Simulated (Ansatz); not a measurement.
## Electronic structure of Cl2H4OSi2 (SMILES O[SiH](Cl)[SiH2]Cl) in real space

Input

```
crystal:
  periodic: [false, false, false]
  atoms:
    - {symbol: O, position_ang: [-1.849997, 0.527509, -0.536347]}
    - {symbol: Si, position_ang: [-0.875381, -0.609484, 0.121134]}
    - {symbol: Cl, position_ang: [-0.604979, -2.205630, -1.152949]}
    - {symbol: Si, position_ang: [1.252730, 0.311205, 0.474689]}
    - {symbol: Cl, position_ang: [1.577606, 1.465121, -1.214965]}
    - {symbol: H, position_ang: [-1.484066, 1.057265, -1.249307]}
    - {symbol: H, position_ang: [-1.574417, -1.109291, 1.323944]}
    - {symbol: H, position_ang: [2.335675, -0.697250, 0.564861]}
    - {symbol: H, position_ang: [1.311330, 1.214356, 1.651842]}
basis:
  gaussian: {orbitals: def2-TZVPP}
hamiltonian: {xc: pbe0, dispersion: d4}
output: {orbitals: {seedname: orbitals}}
```

Launched as:

```sh
ansatz run in.yaml --threads 4 --pin off --events-out ev --progress --plain --max-ram 10444MiB
```

Geometry: PBE0-D4/def2-TZVP.

Computed with RKS PBE0-D4/def2-TZVPP in Ansatz.

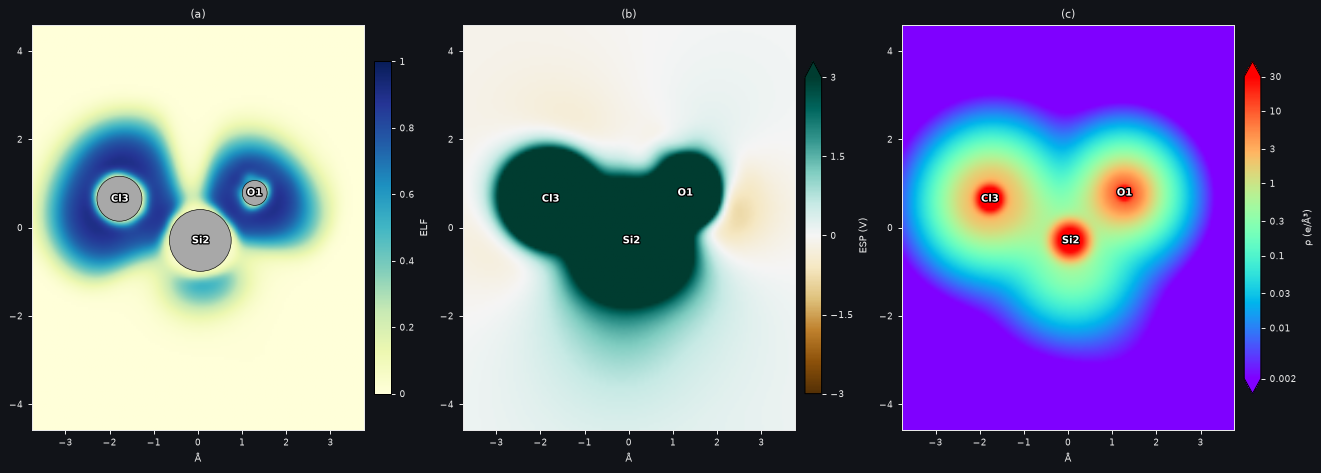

Figure 1. (a) electron localisation function; (b) electrostatic potential; (c) total electron density on the plane of atoms O1, Si2 and Cl3. Grey discs cover the atomic cores in the ELF map.

Q: What do the fields say about this system?

A:
- The plane passes through O, Si and Cl nuclei.
- Si–O (1.64 Å): the density is about 1.2 e/Å³ at the midpoint; the ELF peaks at about 0.85 between the atoms, as expected for a shared but strongly polarised pair.
- Si–Cl (2.06 Å): ρ is about 0.9 e/Å³ halfway; the ELF peaks at about 0.85 between the atoms (a polar covalent bond).
- The ELF also peaks beside Cl3 and O1, away from the bonds: lone-pair regions.
- Outside the dense part of the molecule the potential is most negative (−0.8 V) near O1.

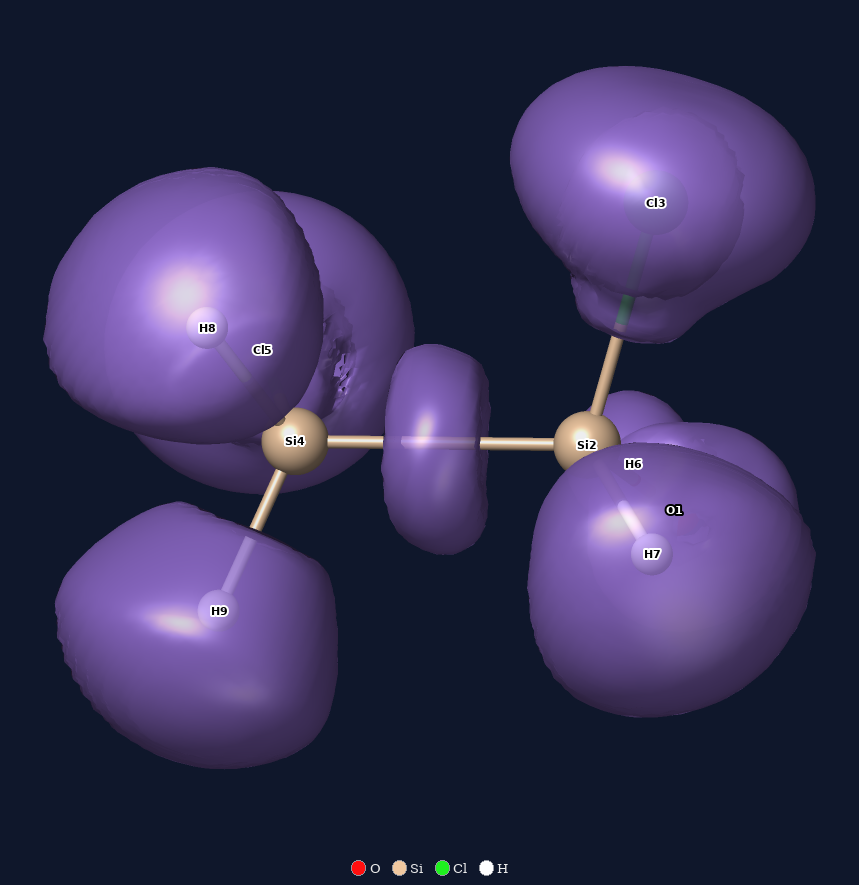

Figure 2. Isosurface of the electron localisation function at 0.8 (purple), seen from one side. Only the valence region is drawn (cores and ρ < 0.01 e/Å³ removed).

Q: Identify the bonds, lone pairs and shells in this picture.

A: At this value the surface marks out one region between bonded Si–Si atoms (shared pairs), three regions around hydrogen nuclei, two regions on Cl in which the atom's valence shell and bonds are merged and one joined region spread over several atoms (H, O), in which their bonds and any lone pairs are merged.

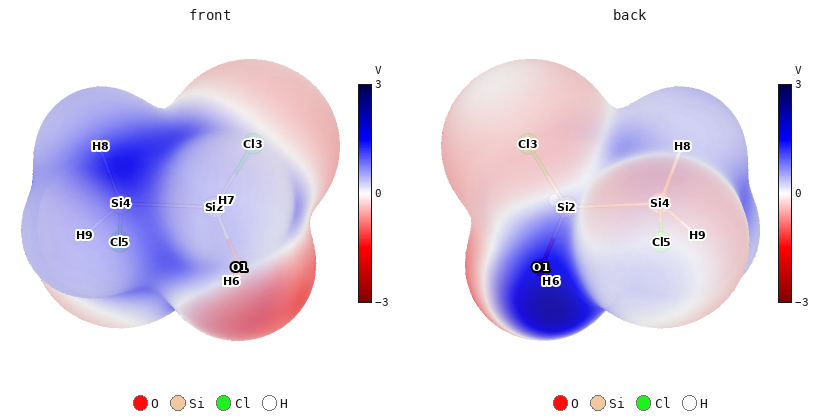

Figure 3. The electrostatic potential painted on the density surface at 0.001 e/bohr³, seen from the front and from behind; red is negative and blue positive.

Q: Where is the surface potential most negative and most positive?

A: The most negative region (about −0.9 V) lies over O1, the most positive (about +2.0 V) over H6.
